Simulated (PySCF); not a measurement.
Consider C3F6PS2 (charge −1).

```xyz
12

F    -1.4748   -0.4386    1.2832
C    -1.4760   -0.6223   -0.0424
F    -2.5367    0.0724   -0.5154
F    -1.7717   -1.9144   -0.2618
P     0.1440   -0.1780   -1.0090
C     1.4716   -1.1363   -0.2076
S     1.3321   -2.3106    0.9315
S     2.7835   -0.4751   -1.0269
C     0.3556    1.4104    0.0183
F     1.2297    2.2494   -0.5537
F    -0.8087    2.0914    0.0717
F     0.7526    1.2510    1.2859
```

Geometry: GFN2-xTB.

These are results of PySCF 2.14.0, PBE0/pcSseg-1, SCF density, gas phase, non-relativistic, not measurements.

### Predict the electron density and electron localisation function between the atoms.

C–F (1.35 Å): ρ at the midpoint is about 2.3 e/Å³, with its minimum of 1.8 e/Å³ about 0.5 Å from C; the ELF peaks at about 0.85 between the atoms (a shared but strongly polarised pair).
C–S (1.64 Å): ρ at the midpoint is about 1.5 e/Å³; the ELF peaks at about 0.90 between the atoms; a covalent bond.
C–P (1.82 Å): ρ at the midpoint is about 1.2 e/Å³; the ELF peaks at about 0.95 between the atoms, as expected for a covalent bond.
C–S (1.68 Å): ρ at the midpoint is about 1.5 e/Å³; the ELF peaks at about 0.90 between the atoms (a covalent bond).

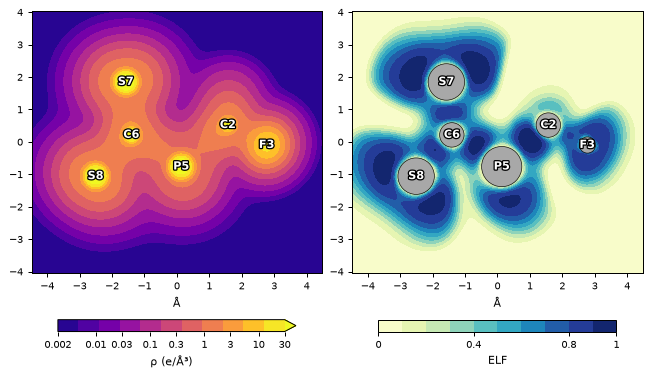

Computed electron density and electron localisation function on the plane of atoms S7, C6 and S8, in this order. Grey discs cover the atomic cores in the ELF map. 
